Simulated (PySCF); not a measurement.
# C₄H₁₄FNSi₂: what the fields show

```xyz
22

C     3.2027    1.2992    0.2959
Si    2.0606   -0.2159    0.3142
C     0.3224    0.3339   -0.2404
C    -0.7861   -0.7024   -0.0418
C    -0.5908   -1.8590   -1.0031
F    -1.5417   -2.8348   -0.8013
Si   -2.5176    0.0765   -0.2744
N    -2.5830    1.3409    0.8986
H     2.8430    2.0778    0.9618
H     3.2772    1.7287   -0.6988
H     4.2057    1.0337    0.6140
H     1.9819   -0.7669    1.6752
H     2.6213   -1.2414   -0.5790
H     0.3393    0.6278   -1.2925
H     0.0490    1.2322    0.3169
H    -0.7056   -1.1109    0.9711
H     0.3809   -2.3467   -0.8687
H    -0.6974   -1.5352   -2.0437
H    -3.5535   -0.9572   -0.1754
H    -2.5922    0.7605   -1.5691
H    -2.3441    1.1265    1.8542
H    -3.3824    1.9523    0.8837
```

Geometry: GFN2-xTB.

The calculation used PySCF, PBE0/pcSseg-1, SCF density, gas phase, non-relativistic.

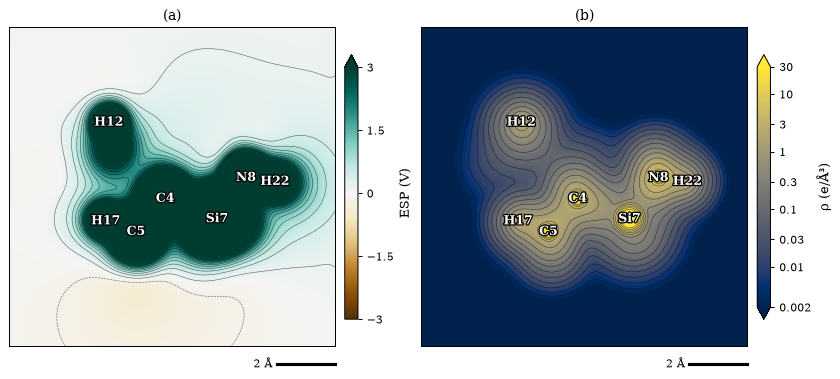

Figure 1. (a) molecular electrostatic potential; (b) total electron density on the plane of atoms C4, C5 and H17.

Describe what can be read from this map.

Answer.
- The plane passes through C, Si, N and H nuclei.
- C–C (1.52 Å): ρ is about 1.7 e/Å³ halfway.
- Si–N (1.73 Å): ρ is about 1.1 e/Å³ halfway.
- C–Si (1.91 Å): ρ is about 0.92 e/Å³ halfway.
- N–H (1.01 Å): ρ at the midpoint is about 2.8 e/Å³.
- C–H (1.10 Å): ρ at the midpoint is about 2.1 e/Å³.
- Outside the dense part of the molecule the potential is most negative (−0.4 V) near F6, which lies off the plane.

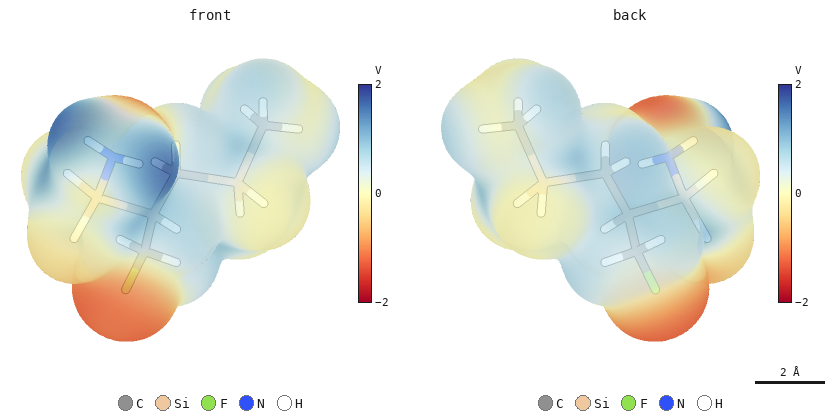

Figure 2. The electrostatic potential painted on the density surface at 0.002 e/bohr³, seen from the front and from behind; the colour scale runs from red (negative) to blue (positive).

Which sites attract a positive test charge, and which a negative one?

Answer. A positive charge is drawn to the negative regions and a negative charge to the positive ones. The most negative region (about −1.2 V) lies over F6 and N8, the most positive (about +1.6 V) over H21 and H22.
